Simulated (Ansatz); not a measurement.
**CH7B2N: rigid torsion scan**

The task is a rigid torsion scan, for CH7B2N. SMILES: BN(B)C.

Program: Ansatz 0.2.0 through its Python package. Level of theory: B3LYP+D4/cc-pVDZ. These are calculated values, not measurements.

## (1) The system

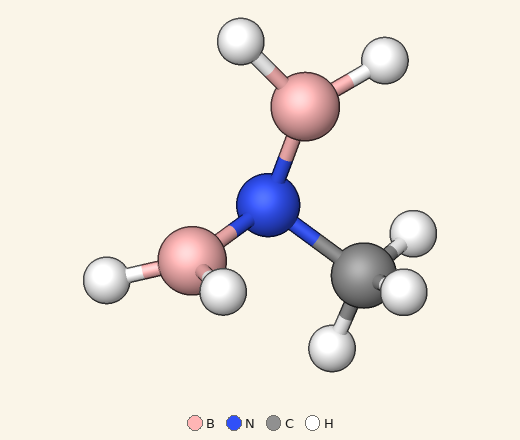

The starting structure, viewed from a chosen angle; boron pink, nitrogen blue, carbon grey, hydrogen white.

No structure file is read: the coordinates are typed or built in the script.

## (2) Script

Input file ch7b2n.py:

```python
"""Rigid torsion scan of CH7B2N."""

import ansatz
from ase import Atoms

BASIS_SET = "cc-pVDZ"
XC = "b3lyp"
DISPERSION = "d4"
FORCE_TOL = 0.02


def main() -> None:
    atoms = Atoms(["B", "N", "B", "C", "H", "H", "H", "H", "H", "H", "H"], positions=[
        [-0.3533, 1.384, 0.0502],
        [-0.529, -0.1015, 0.0239],
        [-0.0406, -0.6259, 1.3512],
        [0.3499, -0.6508, -1.0735],
        [-0.3891, 2.0084, -1.0062],
        [-0.855, 2.0524, 0.946],
        [1.1429, -0.4504, 1.6963],
        [-0.6878, -1.2324, 2.0595],
        [1.3566, -0.3655, -0.9444],
        [-0.1101, -0.3047, -2.0263],
        [0.1808, -1.7706, -1.0561],
    ])

    # relax first, so that the scan starts from a minimum
    first = (
        ansatz.Crystal.molecule_from_ase(atoms).calculation()
        .basis(gaussian=BASIS_SET)
        .functional(XC, dispersion=DISPERSION)
        .scf(lower_state_search="off")
        .relax(force_tolerance=FORCE_TOL, max_steps=80)
    )
    atoms.positions = first.run(threads=1, backend="cpu").report["positions_ang"]

    start = atoms.get_dihedral(0, 1, 2, 6)
    energies = {}
    for turn in range(0, 360, 30):
        turned = atoms.copy()
        turned.set_dihedral(0, 1, 2, 6, start + turn, indices=[2, 6, 7])
        calc = (
            ansatz.Crystal.molecule_from_ase(turned).calculation()
            .basis(gaussian=BASIS_SET)
            .functional(XC, dispersion=DISPERSION)
            .scf(lower_state_search="off")
        )
        energies[round((start + turn) % 360)] = calc.run(threads=1, backend="cpu").report["free_energy_ev"]
    floor = min(energies.values())
    print("dihedral B0-N1-B2-H6 (deg)   E - E(min) (kcal/mol)")
    for angle, e in sorted(energies.items()):
        print(f"{angle:8d} {23.060548 * (e - floor):14.3f}  " + "#" * int(30 * (e - floor) / max(max(energies.values()) - floor, 1e-9)))


if __name__ == "__main__":
    main()
```

## (3) The input behind the calls

The engine receives this input (first run):

```yaml
crystal:
  periodic: [false, false, false]
  atoms:
    - { symbol: B, position_ang: [-0.3533, 1.384, 0.0502] }
    - { symbol: "N", position_ang: [-0.529, -0.1015, 0.0239] }
    - { symbol: B, position_ang: [-0.0406, -0.6259, 1.3512] }
    - { symbol: C, position_ang: [0.3499, -0.6508, -1.0735] }
    - { symbol: H, position_ang: [-0.3891, 2.0084, -1.0062] }
    - { symbol: H, position_ang: [-0.855, 2.0524, 0.946] }
    - { symbol: H, position_ang: [1.1429, -0.4504, 1.6963] }
    - { symbol: H, position_ang: [-0.6878, -1.2324, 2.0595] }
    - { symbol: H, position_ang: [1.3566, -0.3655, -0.9444] }
    - { symbol: H, position_ang: [-0.1101, -0.3047, -2.0263] }
    - { symbol: H, position_ang: [0.1808, -1.7706, -1.0561] }
basis:
  gaussian:
    orbitals: cc-pVDZ
hamiltonian:
  xc: b3lyp
  dispersion: d4
scf:
  lower_state_search: "off"
relax:
  f_tol: 0.02
  max_steps: 80
```

## (4) Running it

The run is started by

```console
$ python ch7b2n.py
```

**Question.** What results will this script give? Wanted: range of energy; lowest point, turn.

As calculated:

| quantity | value |
| --- | --- |
| runs compared | 12 |
| range of energy | 0.814 eV |
| lowest point, turn (°) | 0 |

**Reading.** The lowest point lies at a turn of 0°, the highest 0.814 eV (78.5 kJ/mol) above it at 90°. The grid can miss the true lowest and highest points, and the rest of the molecule is held rigid. Run 0: The relaxation took 10 moves; the largest shift is 1.269 Å, of atom 8 (H). So large a move can change the bonding: the results belong to the relaxed structure. Reading the output:
- The scan is rigid and the energies are electronic, in a modest basis. With rigid groups the curve can differ much from the relaxed path, the start wasn't checked as a minimum of this torsion, and equivalent turns needn't return to the same energy.
- b3lyp holds the VWN-RPA fit, as in Gaussian; the form of ORCA and Turbomole is b3lyp5.
